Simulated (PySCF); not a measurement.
**One shape, several levels: C5H9N (SMILES [C-]#[N+]C(C)(C)C)**

Aim: a comparison of 6 runs (HF/STO-3G, HF/3-21G, B3LYP/6-31G*, CAM-B3LYP/6-31G*, wB97M-V/6-31G*, wB97X/6-31G*) of C5H9N. 

Program for the calculation: PySCF 2.14.0.

3 further runs of the same task are left out: 3 set aside as unsound or not needed.

### 1 The molecule

C5H9N: 15 atoms, total charge 0, spin state singlet. As SMILES, `[C-]#[N+]C(C)(C)C`. Geometry: relaxed at GFN2-xTB.

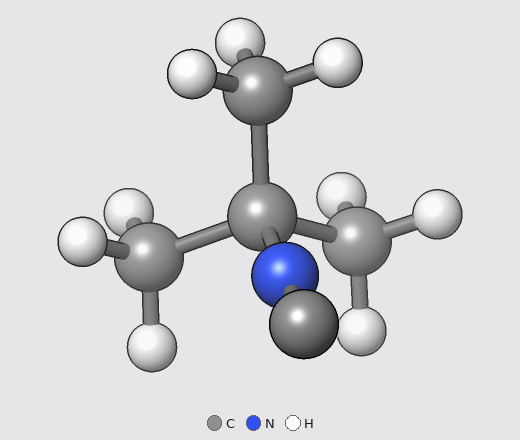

Viewed from a chosen angle; carbon grey, nitrogen blue, hydrogen white.

### 2 A single-point energy at HF/STO-3G (run 1)

Input file calc.py:

```python
from pyscf import gto, scf

mol = gto.Mole()
mol.atom = '''
C    2.152810  -0.392780   1.682650
N    1.244660  -0.227070   0.975980
C    0.145560  -0.026780   0.114180
C   -0.966900  -0.995390   0.526610
C    0.604410  -0.306530  -1.319980
C   -0.317390   1.425940   0.261850
H   -0.622930  -2.024410   0.445250
H   -1.831290  -0.862740  -0.119200
H   -1.266320  -0.812890   1.556410
H    0.958750  -1.331120  -1.412010
H   -0.223090  -0.158520  -2.009140
H    1.415230   0.364290  -1.596310
H   -0.616420   1.626270   1.288650
H   -1.164650   1.612930  -0.393070
H    0.487580   2.108800  -0.001870
'''
mol.max_memory = 1860
mol.charge = 0
mol.verbose = 3
mol.spin = 0
mol.basis = 'sto-3g'
mol.build()

mf = scf.RHF(mol)
mf.conv_tol = 1e-10
mf.kernel()
if not mf.converged:
    mf = mf.newton().run(mf.mo_coeff, mf.mo_occ)

energy = mf.e_tot
print('Final energy', energy)
```

On the command line:

```bash
$ OMP_NUM_THREADS=1 python calc.py
```

What it wrote:

```text
converged SCF energy = -245.978075449246
Final energy -245.97807544924592
```

It took 1.4 s on 1 thread of Intel Xeon at 2.70GHz, shared host; peak memory 0.1 GiB.

### 3 The energy at HF/3-21G (run 2)

Input file input.py:

```python
from pyscf import gto

mol = gto.M(
    atom=[
    ('C', (2.152810, -0.392780, 1.682650)),
    ('N', (1.244660, -0.227070, 0.975980)),
    ('C', (0.145560, -0.026780, 0.114180)),
    ('C', (-0.966900, -0.995390, 0.526610)),
    ('C', (0.604410, -0.306530, -1.319980)),
    ('C', (-0.317390, 1.425940, 0.261850)),
    ('H', (-0.622930, -2.024410, 0.445250)),
    ('H', (-1.831290, -0.862740, -0.119200)),
    ('H', (-1.266320, -0.812890, 1.556410)),
    ('H', (0.958750, -1.331120, -1.412010)),
    ('H', (-0.223090, -0.158520, -2.009140)),
    ('H', (1.415230, 0.364290, -1.596310)),
    ('H', (-0.616420, 1.626270, 1.288650)),
    ('H', (-1.164650, 1.612930, -0.393070)),
    ('H', (0.487580, 2.108800, -0.001870)),
],
    basis='3-21g',
    max_memory=1860,
    spin=0,
    verbose=3,
)

myscf = mol.RHF()
myscf.conv_tol = 1e-10
myscf.kernel()
if not myscf.converged:
    myscf = myscf.newton().run(myscf.mo_coeff, myscf.mo_occ)

e_final = myscf.e_tot
print('E(%s) = %.9f' % ('HF', e_final))
```

On the command line:

```bash
$ OMP_NUM_THREADS=1 python input.py
```

What it wrote:

```text
converged SCF energy = -247.627200286929
E(HF) = -247.627200287
```

Run time: 2.2 s. Hardware: 1 thread of Intel Xeon at 2.70GHz, shared host; peak memory 0.14 GiB.

Runs 3 to 5 aren't shown in full; the table further down has their settings and results.

### 4 A single-point energy at wB97X/6-31G(d) (spherical functions) (run 6)

Input file input.py:

```python
# [C-]#[N+]C(C)(C)C
from pyscf import gto, dft

mol = gto.M(
    atom='''
C        2.152810      -0.392780       1.682650
N        1.244660      -0.227070       0.975980
C        0.145560      -0.026780       0.114180
C       -0.966900      -0.995390       0.526610
C        0.604410      -0.306530      -1.319980
C       -0.317390       1.425940       0.261850
H       -0.622930      -2.024410       0.445250
H       -1.831290      -0.862740      -0.119200
H       -1.266320      -0.812890       1.556410
H        0.958750      -1.331120      -1.412010
H       -0.223090      -0.158520      -2.009140
H        1.415230       0.364290      -1.596310
H       -0.616420       1.626270       1.288650
H       -1.164650       1.612930      -0.393070
H        0.487580       2.108800      -0.001870
''',
    max_memory=1860,
    verbose=3,
    basis='6-31g*',
    spin=0,
)

myscf = dft.RKS(mol, xc='wb97x')
myscf.grids.level = 5
myscf.conv_tol = 1e-10
myscf.kernel()
if not myscf.converged:
    myscf = myscf.newton().run(myscf.mo_coeff, myscf.mo_occ)

e_final = myscf.e_tot
print('E(%s) = %.9f' % ('WB97X', e_final))
```

On the command line:

```bash
$ OMP_NUM_THREADS=1 python input.py
```

What it wrote:

```text
converged SCF energy = -250.594633232593
E(WB97X) = -250.594633233
```

Wall time 68 s (1 thread of Intel Xeon at 2.70GHz, shared host); peak memory 0.54 GiB.

### 5 The series

```
run                                   level  integration grid  nlc grid  energy (Eh)  dipole moment (D)  HOMO energy (eV)  LUMO energy (eV)  wall time
  1                               HF/STO-3G                 –         –  -245.978075               3.07            -10.12             10.32      1.4 s
  2                                HF/3-21G                 –         –  -247.627200               3.48            -12.08              6.04      2.2 s
  3      B3LYP/6-31G* (spherical functions)                 5         –  -250.659041               3.74             -7.77              1.31       56 s
  4  CAM-B3LYP/6-31G* (spherical functions)                 5         –  -250.511931               3.71             -9.60              2.85       71 s
  5    wB97M-V/6-31G* (spherical functions)                 5         1  -250.535810               3.63            -10.56              3.93    4.5 min
  6      wB97X/6-31G* (spherical functions)                 5         –  -250.594633               3.69            -10.77              3.92       68 s
```

### 6 What came out

| quantity | value |
| --- | --- |
| run 6: total energy | -250.59463 Eh |
| run 6: dipole moment | 3.69 D |
| run 6: HOMO energy | -10.77 eV |
| run 6: LUMO energy | 3.92 eV |
| run 6: HOMO–LUMO gap | 14.69 eV |

In words: The dipole moment (its size) runs from 3.07 D (HF/STO-3G) to 3.74 D (B3LYP/6-31G*). The two ends differ in method and basis. The HOMO–LUMO gap runs from 9.07 eV (B3LYP/6-31G*) to 20.44 eV (HF/STO-3G). Totals of different functionals can't be ranked against each other. In run 1 the basis is minimal, so the values are rough. All runs together took 7.8 min, the longest 4.5 min.
